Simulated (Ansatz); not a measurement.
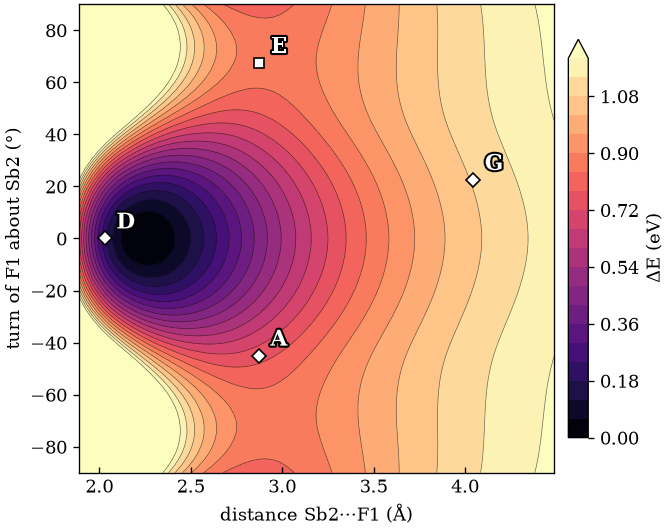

FH₃Sb, charge −1. The turn is about an axis along (0.83, −0.52, 0.20) in the frame of the relaxed pair, normal to the line between the partners. Coordinates scanned: (1) distance Sb2···F1; (2) turn of F1 about Sb2. Grid: 9 × 9 points; 45 points were computed and 36 follow by symmetry. Points are written as (first, second). Energies are in eV, from the lowest grid point. Level of theory: Ansatz 0.2.0, RKS wB97X-V/def2-SVPD.

In the figure: filled contours, one colour for all values above the top of the scale, lettered points. Between grid points the surface is interpolated.

Is G the lowest point of the computed grid?

No. G lies 1.08 eV above the lowest grid point, which is at (2.261 Å, 0.0°).

What kind of point is each of E, G: minimum, saddle, maximum or slope?

E: saddle point; G: on a slope. (In these two coordinates alone; a stationary point may lie a little off the grid point.)

Rank the lettered points by energy, lowest first.

D (0.20 eV), A (0.76 eV), E (0.87 eV), G (1.08 eV).
